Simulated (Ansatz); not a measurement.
**CH5F2GeN: how energies converge with the basis set**

Aim: see how fast density functionals converge with the basis set for CH5F2GeN.

The runs use Ansatz 0.2.0, Gaussian basis; one geometry, several basis sets.

Levels to be run: PBE0-D4/def2-SVP; ωB97M-V/def2-SVP; PBE0-D4/def2-QZVPP; ωB97M-V/def2-QZVPP; the functionals' def2-TZVPP values are taken from earlier runs.

### 1 The geometry

The geometry comes from an earlier relaxation with PBE0-D4 in a triple-zeta def2 set; it is a stationary point, not always the lowest conformer.

SMILES `[CH3][Ge]([NH2])([F])[F]`, 10 atoms, charge 0, spin multiplicity 1.

Atoms are counted from 1 here; the program's logs count them from 0.

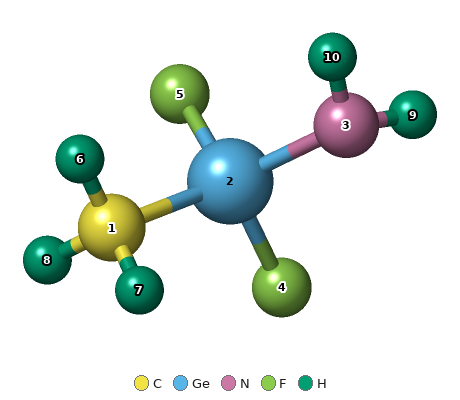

The structure; carbon yellow, germanium blue, nitrogen pink, fluorine green, hydrogen teal; atoms are numbered from 1 in the order of the file.

Geometry (Å):

| atom | x (Å) | y (Å) | z (Å) |
| --- | --- | --- | --- |
| C1 | -1.5009 | -0.2103 | 0.0389 |
| Ge2 | 0.3092 | 0.2204 | -0.4284 |
| N3 | 1.5887 | -0.3793 | 0.6945 |
| F4 | 0.7349 | -0.4296 | -1.9707 |
| F5 | 0.4135 | 1.9351 | -0.6897 |
| H6 | -1.7490 | 0.2223 | 1.0086 |
| H7 | -1.6201 | -1.2923 | 0.0856 |
| H8 | -2.1720 | 0.2001 | -0.7150 |
| H9 | 2.5311 | -0.2932 | 0.3401 |
| H10 | 1.5476 | -0.0243 | 1.6390 |

### 2 PBE0-D4 in def2-SVP

File in.yaml:

```yaml
crystal:
  periodic: [false, false, false]
  atoms:
    - {symbol: C, position_ang: [-1.500875, -0.210303, 0.038923]}
    - {symbol: Ge, position_ang: [0.309231, 0.220411, -0.428361]}
    - {symbol: N, position_ang: [1.588742, -0.379278, 0.694451]}
    - {symbol: F, position_ang: [0.734917, -0.429639, -1.970747]}
    - {symbol: F, position_ang: [0.413500, 1.935144, -0.689717]}
    - {symbol: H, position_ang: [-1.748983, 0.222297, 1.008579]}
    - {symbol: H, position_ang: [-1.620080, -1.292314, 0.085632]}
    - {symbol: H, position_ang: [-2.171976, 0.200071, -0.714982]}
    - {symbol: H, position_ang: [2.531126, -0.293244, 0.340132]}
    - {symbol: H, position_ang: [1.547597, -0.024345, 1.638991]}
basis:
  gaussian: {orbitals: def2-SVP}
hamiltonian: {xc: pbe0, dispersion: d4}
output: {orbitals: {seedname: orbitals}}
```

Started as:

```sh
$ ansatz run in.yaml --threads 4 --pin off --events-out ev --progress --plain --max-ram 10444MiB
```

Further steps of the session: ωB97M-V in def2-SVP; PBE0-D4 in def2-QZVPP; ωB97M-V in def2-QZVPP.

Before running them: what should the planned runs give, taken together? Wanted: PBE0-D4: double and triple zeta above quadruple; ωB97M-V: double and triple zeta above quadruple.

**Answer**, as computed:

```
                                       quantity           value
PBE0-D4: double and triple zeta above quadruple  18.90, 1.71 eV
ωB97M-V: double and triple zeta above quadruple  19.10, 1.65 eV
```

**Reading.** For PBE0-D4 the step from double to triple zeta gains 17.19 eV and the next only 1.71 eV. Total energies overstate the basis error of differences, where much of it tends to cancel. The LUMO of ωB97M-V is positive and keeps falling with the basis (2.43 to 1.18 eV): an unbound level that the basis holds in place.
